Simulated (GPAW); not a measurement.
## TiO2 (P4_2/mnm): how ε∞ follows the gap

The empty bands of TiO2 (P4_2/mnm) are shifted up rigidly by Δ, and ε∞ along x is computed for each shift. x, y and z are the Cartesian axes of the input cell.

Cell: a, b, c = 4.592, 4.592, 2.957 Å (primitive vectors), 6 atoms.

Method: GPAW 26.7.0, PBE, RPA, k-mesh 7×7×11, local fields up to 70 eV, Lorentzian half width 0.12 eV.

Launch of the response step: `OMP_NUM_THREADS=1 python df.py`. The series took 6.6 min in all, its band step included, on 1 thread of Arm Neoverse V2 (shared host).

```
Δ (eV)  ε∞ along x
  0.00       6.495
  0.25       6.238
  0.50           ?
  0.75       5.802
  1.00       5.614
  1.50       5.287
  2.00       5.010
  3.00       4.562
```

With one effective transition at E₀ and fixed dipole strength, ε∞ − 1 = A/(E₀ + Δ), so 1/(ε∞ − 1) is linear in Δ.

Working, on the rows shown:

| x = Δ (eV) | y = 1/(ε∞ − 1) |
| --- | --- |
| 0 | 0.181984 |
| 0.25 | 0.190913 |
| 0.75 | 0.208247 |
| 1 | 0.216732 |
| 1.5 | 0.233263 |
| 2 | 0.249377 |
| 3 | 0.280741 |

Means: x̄ = 1.2143, ȳ = 0.22304. Σ(x − x̄)(y − ȳ) = 0.2157, Σ(x − x̄)² = 6.554. Slope = 0.2157 / 6.554 = 0.03291; intercept = ȳ − slope · x̄ = 0.18307. Turned back into ε∞ along x, the line misses the rows shown by at most 0.033.

Q: Predict the last column of the withheld row from the fit.

A: At x = 0.5 the line gives y = 0.19953, that is 6.012. The run gave 6.009, so the interpolation is off by 0.0029, 0.1 % of the range in the table.

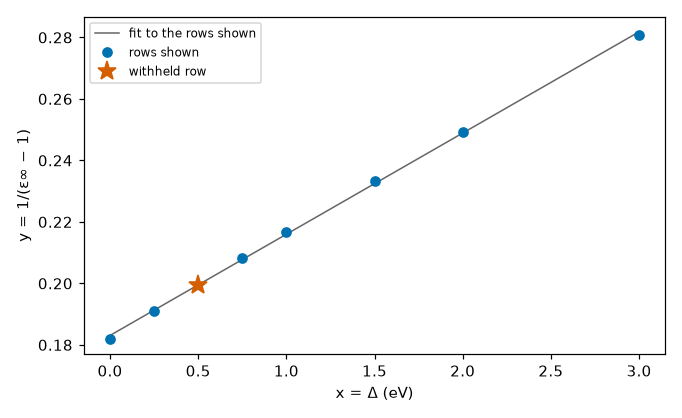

Refitted with all rows, the slope is 0.0329 and the intercept 0.18309. These give E₀ = intercept/slope = 5.6 eV, far above the least direct gap of 1.91 eV: most of the screening comes from transitions well over the edge. Over the first step ε∞ falls by 16 % per eV. The measured fundamental gap is 3.05 eV (arxiv:2112.05953 (2021)), against 1.91 eV for the same gap here, so it asks for Δ = 1.14 eV, where the line gives ε∞ = 5.53. Excitons are left out; PBE gaps are as a rule too small. The values come from a sum over the points of one k-mesh and carry its error, which grows as the direct gap shrinks. This version of GPAW has incomplete matrix elements in the optical limit, which can lower ε − 1 by up to a tenth where first-row anions or d states rule.

[Logs are printed without paths, hosts, clocks, repeated set-up lines and the standing remarks that a program may print on its own settings, such as how far it seeks lower states.]
